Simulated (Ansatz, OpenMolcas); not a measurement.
CH5BClNO (SMILES NB(Cl)CO): the vertical energy of the triplet above the singlet, rung by rung

The species is CH5BClNO (10 atoms), meant as a singlet with charge 0. SMILES: `NB(Cl)CO`. The shape is that of a PBE0-D4/def2-TZVP optimisation. This is a higher conformer, about 10 kJ/mol above the lowest found by a separate search.

Each level gives the vertical energy of the triplet above the singlet (eV). The values are calculated.

```json
{"level": "HF/6-31G* (spherical functions)", "kind": "Hartree–Fock", "program": "Ansatz", "value (eV)": "6.21", "less CCSD(T)/6-31G*": "-0.67", "CPU time (all runs)": "13 s"}
{"level": "SVWN5/6-31G* (spherical functions)", "kind": "LDA", "program": "Ansatz", "value (eV)": "5.72", "less CCSD(T)/6-31G*": "-1.16", "CPU time (all runs)": "13 s"}
{"level": "PBE/6-31G* (spherical functions)", "kind": "GGA", "program": "Ansatz", "value (eV)": "5.63", "less CCSD(T)/6-31G*": "-1.25", "CPU time (all runs)": "25 s"}
{"level": "TPSS/6-31G* (spherical functions)", "kind": "meta-GGA", "program": "OpenMolcas", "value (eV)": "5.70", "less CCSD(T)/6-31G*": "-1.18", "CPU time (all runs)": "3.3 min"}
{"level": "B3LYP/6-31G* (spherical functions)", "kind": "global hybrid", "program": "OpenMolcas", "value (eV)": "6.16", "less CCSD(T)/6-31G*": "-0.72", "CPU time (all runs)": "2 min"}
{"level": "HSE06/6-31G* (spherical functions)", "kind": "range-separated hybrid", "program": "Ansatz", "value (eV)": "6.16", "less CCSD(T)/6-31G*": "-0.72", "CPU time (all runs)": "31 s"}
{"level": "B2PLYP/6-31G* (spherical functions)", "kind": "double hybrid", "program": "Ansatz", "value (eV)": "6.78", "less CCSD(T)/6-31G*": "-0.10", "CPU time (all runs)": "26 s"}
{"level": "RPA@PBE0/6-31G* (spherical functions)", "kind": "RPA", "program": "Ansatz", "value (eV)": "6.48", "less CCSD(T)/6-31G*": "-0.40", "CPU time (all runs)": "42 s"}
{"level": "CCSD(T)/6-31G* (spherical functions), open shells restricted", "kind": "coupled cluster or CI", "program": "OpenMolcas", "value (eV)": "6.88", "less CCSD(T)/6-31G*": "0.00", "CPU time (all runs)": "3.2 min"}
```

Differences are taken from CCSD(T)/6-31G* (spherical functions), open shells restricted for orientation; it has basis-set and higher-order errors of its own. The values span 5.63 to 6.88 eV. A triplet this far above the singlet is often a Rydberg-like or dissociative state; sets without diffuse functions put Rydberg states too high. Times are those of the runs behind each value, whatever else they computed, on shared processors of several kinds: orders of magnitude only.

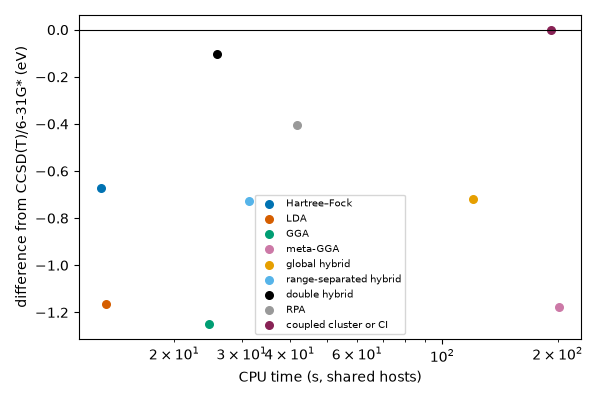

Difference from CCSD(T)/6-31G* against processor time, one point a level.
